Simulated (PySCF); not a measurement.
**What a change does: NMR shielding calculation on C$_{3}$H$_{11}$NOSi**

System: C$_{3}$H$_{11}$NOSi, SMILES CO[SiH2]N(C)C.
Method of the first run: GIAO PBE0/STO-3G NMR shielding, non-relativistic, gas phase (PySCF 2.14.0).

The geometry comes from this level: PBE0-D3(BJ)/def2-SVP. Text and figures count atoms from 1; the logs count them from 0 in places.

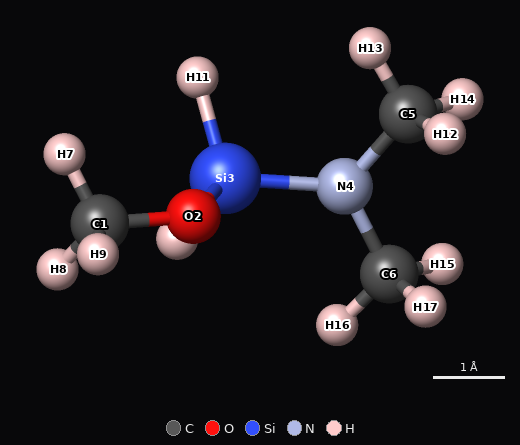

Fig. 1: The input geometry (ball-and-stick view, seen at a tilt; atoms are numbered from 1 in the order of the input). Bond lengths as drawn: C–H 1.10 to 1.11 Å, C–N 1.44 Å, C–O 1.40 Å, H–Si 1.50 Å, N–Si 1.72 Å and O–Si 1.67 Å.

Input, the first run:
```
{"job": {"kind": "nmr", "xc": "PBE0", "basis": "STO-3G", "pop": true}, "charge": 0, "multiplicity": 1}
C      3.380325    -0.161027    -0.070922
O      2.027331    -0.117188     0.274623
Si     0.796372     0.126785    -0.828660
N     -0.733809     0.246625    -0.062025
C     -1.506122    -0.917916     0.291082
C     -1.167901     1.465494     0.573503
H      3.616575    -1.015230    -0.734010
H      3.713706     0.762861    -0.582011
H      3.982077    -0.272462     0.844543
H      1.072095     1.407689    -1.551088
H      0.752366    -1.033566    -1.770482
H     -1.443774    -1.158351     1.370831
H     -1.156223    -1.799282    -0.266972
H     -2.575189    -0.772422     0.046775
H     -2.222719     1.688328     0.325250
H     -0.560802     2.318124     0.233738
H     -1.090415     1.419350     1.677630
```

The first line tells a small driver script what to run in PySCF; the rest is the geometry in Å.

Hardware: 1 CPU thread, shared host.

Output (the first run):
```
coarse grid: 13856 points
cycle   1  E = -533.4148433386  dE =  4.666e-01  |g| = 5.994e-01  |ddm| = 4.859e+00
cycle   2  E = -533.3823371027  dE =  3.251e-02  |g| = 7.256e-01  |ddm| = 1.911e+00
cycle   3  E = -533.5369520293  dE = -1.546e-01  |g| = 4.596e-02  |ddm| = 1.062e+00
cycle   4  E = -533.5374402594  dE = -4.882e-04  |g| = 2.647e-02  |ddm| = 1.079e-01
cycle   5  E = -533.5376533859  dE = -2.131e-04  |g| = 3.069e-03  |ddm| = 4.102e-02
cycle   6  E = -533.5376567564  dE = -3.370e-06  |g| = 4.297e-04  |ddm| = 5.546e-03
final grid: 126848 points
cycle   7  E = -533.4999979231  dE = -5.695e-06  |g| = 4.829e-03  |ddm| = 1.501e-02
cycle   8  E = -533.4999980641  dE = -1.410e-07  |g| = 4.809e-03  |ddm| = 1.329e-02
cycle   9  E = -533.5000051026  dE = -7.038e-06  |g| = 3.738e-04  |ddm| = 6.894e-03
cycle  10  E = -533.5000051467  dE = -4.414e-08  |g| = 1.494e-05  |ddm| = 5.495e-04
cycle  11  E = -533.5000051468  dE = -9.368e-11  |g| = 4.607e-06  |ddm| = 3.389e-05
converged SCF energy = -533.5000051468

GIAO shielding tensors (ppm)
atom      isotropic    diamagn.    paramagn.     s11        s22        s33       span
  0 C      188.047     243.224     -55.177    165.357    166.612    232.171     66.815
  1 O      427.637     385.650      41.987    342.164    439.855    500.891    158.727
  2 Si     537.545     869.494    -331.949    479.429    542.103    591.104    111.675
  3 N      335.038     313.381      21.657    289.305    335.607    380.202     90.897
  4 C      195.976     245.246     -49.270    177.461    178.766    231.702     54.241
  5 C      196.066     244.624     -48.557    177.564    179.022    231.613     54.049
  6 H       31.256      29.327       1.930     26.965     28.695     38.109     11.144
  7 H       31.301      29.289       2.012     27.000     28.936     37.967     10.967
  8 H       30.592      28.628       1.963     26.256     27.514     38.005     11.749
  9 H       30.261      33.327      -3.067     25.614     28.531     36.637     11.023
 10 H       30.223      33.448      -3.226     25.482     28.499     36.687     11.205
 11 H       31.270      31.205       0.065     27.064     28.050     38.695     11.631
 12 H       31.316      32.036      -0.720     25.277     29.953     38.718     13.441
 13 H       31.191      30.319       0.872     26.075     28.011     39.488     13.413
 14 H       31.192      30.045       1.146     26.085     27.984     39.505     13.420
 15 H       31.334      31.591      -0.258     25.254     30.089     38.659     13.405
 16 H       31.276      30.886       0.390     27.154     27.980     38.693     11.540
```

For the second run the input was changed thus:
```diff
-"basis": "STO-3G"
+"basis": "6-31G*"
```

Predict how the results change.

The total energy of the second run is 4078.8 kcal/mol lower, which measures the change of basis and not a stability. The HOMO goes from −3.42 to −6.36 eV. The LUMO goes from 7.13 to 1.67 eV. The dipole moment goes from 0.52 to 0.12 D. Of all shieldings, the largest change is that of Si3, by −121.4 ppm. The SCF takes 13 iterations against 11. The basis functions go from 45 to 110.

Output (the second run):
```
coarse grid: 13856 points
cycle   1  E = -539.9686083531  dE =  4.400e-01  |g| = 6.689e-01  |ddm| = 3.497e+00
cycle   2  E = -539.8332474157  dE =  1.354e-01  |g| = 1.063e+00  |ddm| = 1.672e+00
cycle   3  E = -540.0598789201  dE = -2.266e-01  |g| = 6.934e-02  |ddm| = 1.112e+00
cycle   4  E = -540.0605466283  dE = -6.677e-04  |g| = 4.113e-02  |ddm| = 9.377e-02
cycle   5  E = -540.0609342682  dE = -3.876e-04  |g| = 9.987e-03  |ddm| = 4.340e-02
cycle   6  E = -540.0609540673  dE = -1.980e-05  |g| = 3.008e-03  |ddm| = 9.668e-03
cycle   7  E = -540.0609559854  dE = -1.918e-06  |g| = 3.109e-04  |ddm| = 2.204e-03
final grid: 126848 points
cycle   8  E = -540.0000119096  dE = -1.296e-05  |g| = 9.386e-03  |ddm| = 1.647e-02
cycle   9  E = -539.9999978061  dE =  1.410e-05  |g| = 1.256e-02  |ddm| = 1.746e-02
cycle  10  E = -540.0000322529  dE = -3.445e-05  |g| = 1.467e-03  |ddm| = 1.043e-02
cycle  11  E = -540.0000327150  dE = -4.621e-07  |g| = 1.102e-04  |ddm| = 1.277e-03
cycle  12  E = -540.0000327175  dE = -2.503e-09  |g| = 3.538e-05  |ddm| = 1.354e-04
cycle  13  E = -540.0000327178  dE = -2.826e-10  |g| = 1.291e-05  |ddm| = 4.575e-05
converged SCF energy = -540.0000327178

GIAO shielding tensors (ppm)
atom      isotropic    diamagn.    paramagn.     s11        s22        s33       span
  0 C      146.712     238.363     -91.651    121.268    127.567    191.301     70.033
  1 O      312.470     396.793     -84.323    283.545    314.049    339.814     56.269
  2 Si     416.131     883.086    -466.955    394.987    405.235    448.170     53.183
  3 N      232.690     318.097     -85.407    201.275    232.315    264.482     63.208
  4 C      155.456     245.489     -90.033    135.415    139.128    191.826     56.410
  5 C      155.607     244.907     -89.300    135.437    139.711    191.673     56.236
  6 H       28.582      26.965       1.617     24.360     26.521     34.864     10.504
  7 H       28.579      26.934       1.645     24.459     26.570     34.707     10.247
  8 H       28.416      27.299       1.117     24.247     26.520     34.480     10.233
  9 H       26.969      31.125      -4.156     23.476     25.905     31.527      8.051
 10 H       26.985      31.289      -4.304     23.420     25.895     31.640      8.220
 11 H       29.455      29.811      -0.356     25.203     27.528     35.634     10.431
 12 H       29.112      30.335      -1.223     24.557     28.132     34.648     10.091
 13 H       29.684      29.503       0.181     25.594     27.415     36.042     10.448
 14 H       29.673      29.227       0.446     25.573     27.389     36.056     10.483
 15 H       29.121      29.957      -0.837     24.523     28.212     34.626     10.104
 16 H       29.479      29.511      -0.032     25.308     27.505     35.623     10.316
```

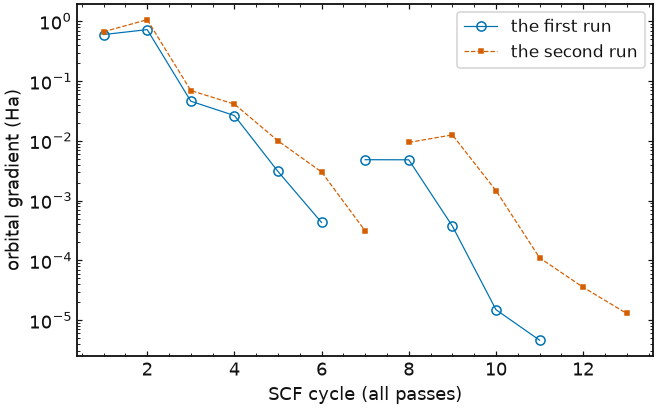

Fig. 2: Convergence of the two runs: orbital gradient against the SCF cycle. A break in a curve parts two SCF passes (coarse and final grid). The first run takes 11 cycles in all, and the second run takes 13.

The two runs side by side:

```csv
quantity,the first run,the second run
outcome,converged,converged
total energy (hartree),−533.500005,−540.000033
HOMO (eV),−3.42,−6.36
LUMO (eV),7.13,1.67
dipole moment (D),0.52,0.12
shielding of C1 (ppm),188.0,146.7
shielding of O2 (ppm),427.6,312.5
shielding of Si3 (ppm),537.5,416.1
shielding of N4 (ppm),335.0,232.7
shielding of C5 (ppm),196.0,155.5
shielding of C6 (ppm),196.1,155.6
shielding of H10 (ppm),30.3,27.0
SCF iterations,11,13
basis functions,45,110
wall time (shared host),3.4 s,10 s
```
